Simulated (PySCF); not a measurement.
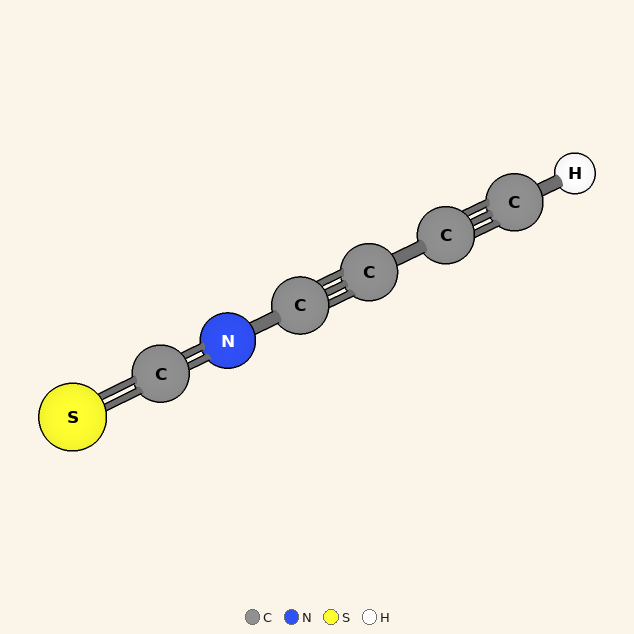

The picture shows a molecular structure as a ball-and-stick model. Double and triple bonds are drawn as two and three sticks.

The geometry was computed by an optimisation with PBE0-D3(BJ)/def2-TZVP. No frequency run is at hand to confirm it as a minimum.

Identify the structure.

The molecule is C₅HNS. SMILES: `C#CC#CN=C=S`. It has no ring. Among its groups: alkyne. This geometry has C∞v symmetry. All atoms lie on one line. Coordination: 5 C linear; 1 N linear.

More results for the same structure follow; atom numbers are the same in all pictures, views and colours differ.

### Quadrupole coupling

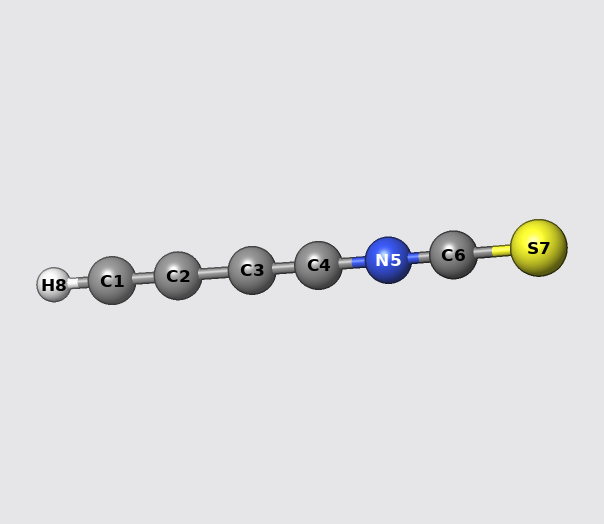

No frequency run is at hand to confirm it as a minimum. Electric field gradients from the ground-state density, PBE0/pcSseg-2 (PySCF 2.14.0), non-relativistic apart from any core potentials.

Give the largest field-gradient component, the quadrupole coupling constant and the asymmetry for 14N at N5 (Q = 20.44 mb), 33S at S7 (Q = −67.81 mb).

```tsv
atom	V_zz (a.u.)	e²qQ/h (MHz)	η
N5	0.490	2.36	0.00
S7	1.655	−26.4	0.00
```

### Levels of theory compared

No frequency run is at hand to confirm it as a minimum. Program: PySCF 2.14.0.

Tabulate HOMO–LUMO gap (eV), dipole (D), HOMO energy (eV) at these levels: B97-2/pcSseg-2; KT3/pcSseg-2; PBE0/pcSseg-2; WP04/pcSseg-2 in chloroform (IEF-PCM); ωB97X-D/pcSseg-2; ωB97X-D/pcSseg-2 in chloroform (IEF-PCM).

```
                                   level  HOMO–LUMO gap (eV)  dipole (D)  HOMO energy (eV)
                          B97-2/pcSseg-2                4.82        1.10             −6.87
                            KT3/pcSseg-2                3.41        1.05             −6.16
                           PBE0/pcSseg-2                5.07        1.08             −7.10
   WP04/pcSseg-2 in chloroform (IEF-PCM)                4.24        1.30             −8.21
                        ωB97X-D/pcSseg-2                8.31        1.15             −8.72
ωB97X-D/pcSseg-2 in chloroform (IEF-PCM)                8.33        1.36             −8.68
```

### Charges

The questions are on Hirshfeld charges. No frequency run is at hand to confirm it as a minimum. Properties computed with PBE0/pcSseg-2, gas phase (PySCF 2.14.0).

> Which atom carries the highest charge (most positive or least negative)?

C6, H8 (0.10 e).

> And the lowest?

C1 (−0.07 e).

Give the Hirshfeld charges atom by atom.

```csv
atom,value (e)
C1,−0.07
C2,−0.04
C3,−0.04
C4,0.04
N5,−0.05
C6,0.10
S7,−0.05
H8,0.10
```
